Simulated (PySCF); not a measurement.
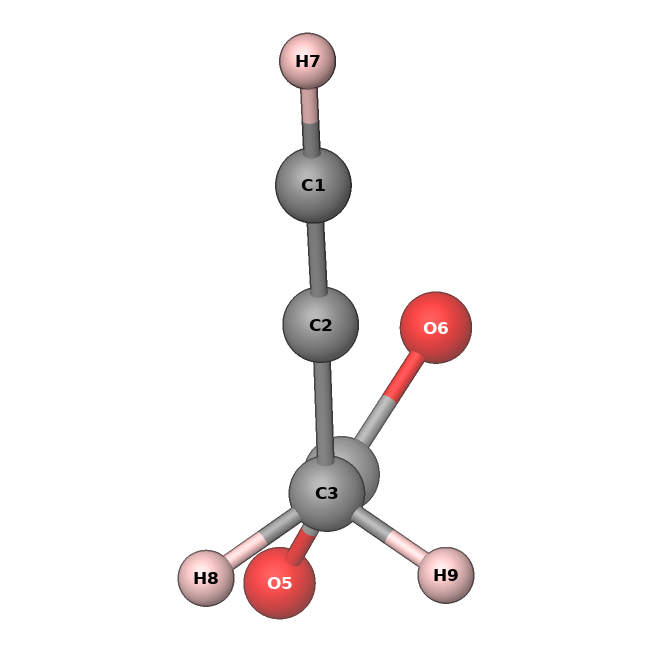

C4 lies behind C3. The molecule seen nearly along the C3–C4 bond, C3 in front. Atoms fade into the background with distance from the viewer. The geometry was computed by an optimisation with PBE0-D3(BJ)/def2-SVP. No frequency run is at hand to confirm it as a minimum.

**What is the torsion angle C2–C3–C4–O6? The sign is positive where the front bond must turn clockwise to cover the back bond.**

32°, synclinal (gauche).
